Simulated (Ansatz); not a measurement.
# CHNSi: the cost of one run

Computed with Ansatz 0.2.0, Gaussian basis. Level: def2-QZVPP, all electrons in the functionals, frozen cores in the correlation of double hybrids and RPA.

The runs, in order: wB97M-V, B2PLYP, at charge 0, triplet; charge 0, singlet; charge 0, quintet; charge 1, doublet; charge 1, quartet.

5 further runs of the same task are left out: 1 that didn't finish, 4 set aside as unsound or not needed.

### Step 1. What is computed

The geometry is a PBE0/def2-TZVP stationary point (not a proven minimum).

4 atoms, charge 0, spin multiplicity 3.

Atoms are counted from 1 here; the program's logs count them from 0.

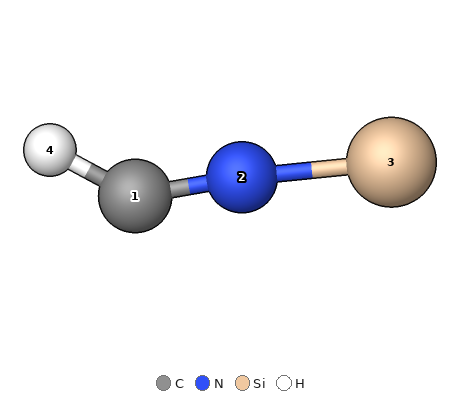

The geometry (carbon grey, nitrogen blue, silicon light orange, hydrogen white); atoms are numbered from 1 in the order of the file.

Geometry (Å):

```csv
atom,x (Å),y (Å),z (Å)
C1,0.00000,-0.20374,0.79744
N2,-0.00001,-0.10376,-0.40886
Si3,0.00000,-0.08703,-2.08565
H4,0.00000,0.39453,1.69707
```

No dispersion term is added; wB97M-V holds VV10 nonlocal correlation.

The geometry shown and the zero of energy belong to the point charge 0, triplet. The yardstick, UCCSD(T), and other wave-function levels (R restricted, U unrestricted, valence and pair active spaces) come from earlier runs.

### Step 2. wB97M-V, charge 0, triplet

in.yaml

```yaml
crystal:
  periodic: [false, false, false]
  atoms:
    - {symbol: C, position_ang: [0.000003, -0.203741, 0.797438]}
    - {symbol: N, position_ang: [-0.000006, -0.103756, -0.408858]}
    - {symbol: Si, position_ang: [0.000001, -0.087034, -2.085648]}
    - {symbol: H, position_ang: [0.000003, 0.394532, 1.697068]}
basis:
  gaussian: {orbitals: "def2-QZVPP.json"}
magnetization: {spin_polarized: true, initial_magnetization: 2}
hamiltonian: {xc: {name: wB97M-V}}
output: {orbitals: {seedname: orbitals}}
```

Launch:

```bash
ansatz run in.yaml --threads 1 --pin off --events-out ev --progress --plain --max-ram 2393MiB
```

What time and memory should one allow on 1 thread of Intel Xeon 6975P-C, shared host?

About 11 s, with a peak of 0.56 GiB.
